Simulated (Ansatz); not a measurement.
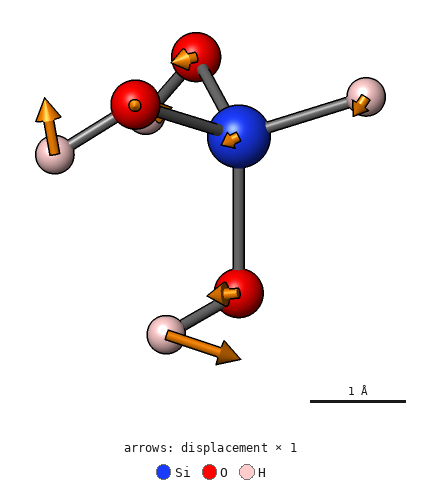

This is a relaxation of SiH$_{4}$O$_{3}$. The starting structure is drawn; orange arrows show the displacements, at their true length. The two geometries are superimposed by the best rigid fit.

The picture is a ball-and-stick view, seen from a free direction.

The run prepares the start of a later molecular dynamics calculation, from a guessed geometry.

Method: Ansatz, RKS PBE0-D4/def2-SVP. Settings: no spin polarisation; force threshold 0.02 eV/Å; at most 40 steps.

**Which element moves most?**

Hydrogen: up to 0.84 Å, against 0.37 Å for oxygen.

**What happened in the run?**

An H atom moves most after the best rigid fit: 0.84 Å. By element the largest moves are H 0.84 Å, O 0.37 Å, Si 0.22 Å. Some distances before and after: H–O 1.010 → 0.961 Å, O–Si 1.679 → 1.651 Å, H–Si 1.460 → 1.481 Å. Among the angles between lasting bonds that change: Si–O–H 109.5° → 117.5°, Si–O–H 109.5° → 116.0°, Si–O–H 109.5° → 115.2°. Groups turn about O–Si by about 80°, O–Si by about 45°, O–Si by about 35°. The energy falls by 37.4 kJ/mol in 12 accepted moves (15 points after the start). The largest force component goes from 2 to 0.018 eV/Å. The line search rejected the trial steps at points 8, 10, 14 of the run.
